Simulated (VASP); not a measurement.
Band structure of ReSe2 (relaxed from the layer:CdI2 structure). Method: PBEsol GGA, VASP's PBE PAW potentials (set 64) (plane waves; VASP).

The cell holds a wide vacuum, so values per volume refer to the whole cell. Unless said otherwise, spin-orbit coupling is left out, though it shifts the bands of the heavy elements here.

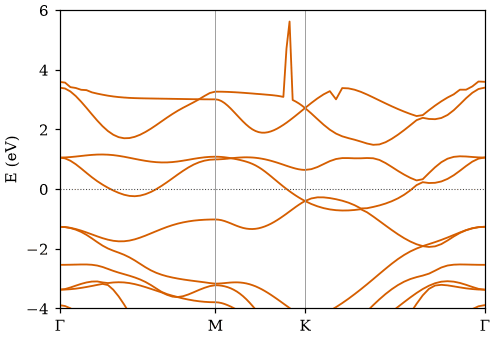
Bands along high-symmetry lines, zero at the valence-band maximum or, without a gap, the Fermi level

### Question
Read the plot: is there a gap, and where are the band edges?

### Answer
It has no gap at this level: it comes out as a metal or semimetal. (Edges off the drawn lines would not show.)

The cell is a sheet with vacuum, built from a generated structure.
